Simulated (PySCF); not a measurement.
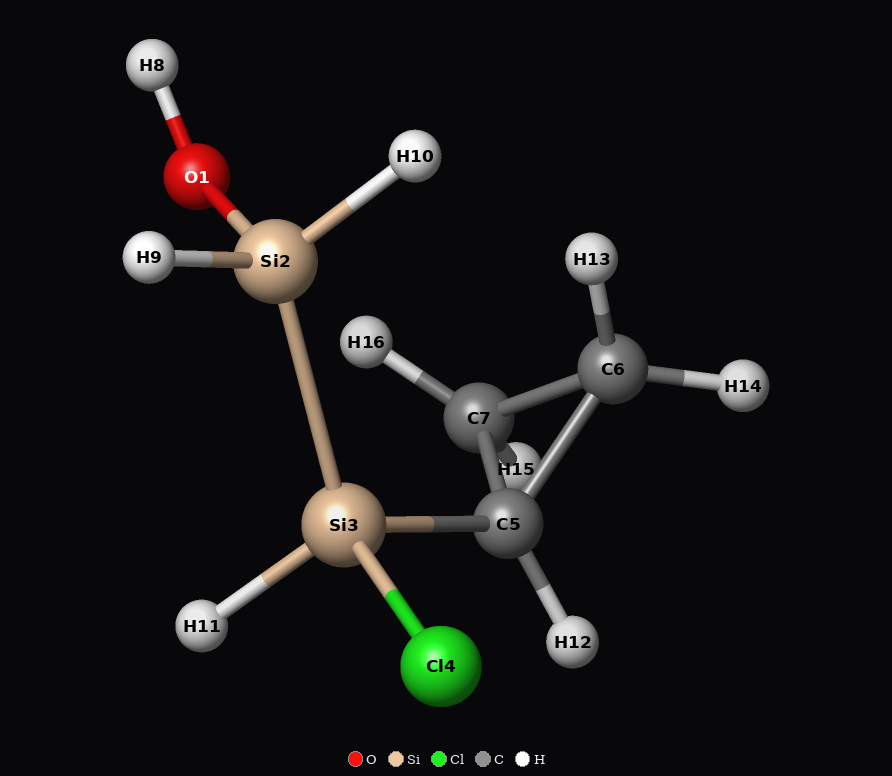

Computed geometry: GFN2-xTB optimisation. No frequency run is at hand to confirm it as a minimum. Electric field gradients from the ground-state density, PBE0/pcSseg-1 (PySCF 2.14.0), non-relativistic apart from any core potentials.

Give the largest field-gradient component, the quadrupole coupling constant and the asymmetry for 17O at O1 (Q = −25.6 mb), 35Cl at Cl4 (Q = −81.7 mb).

```tsv
atom	V_zz (a.u.)	e²qQ/h (MHz)	η
O1	1.553	−9.34	0.48
Cl4	2.105	−40.4	0.03
```

The geometry is semi-empirical. Around Si such bond lengths and angles can be off by a tenth of an ångström or more and by several degrees, and values that hang on the shape move with them.
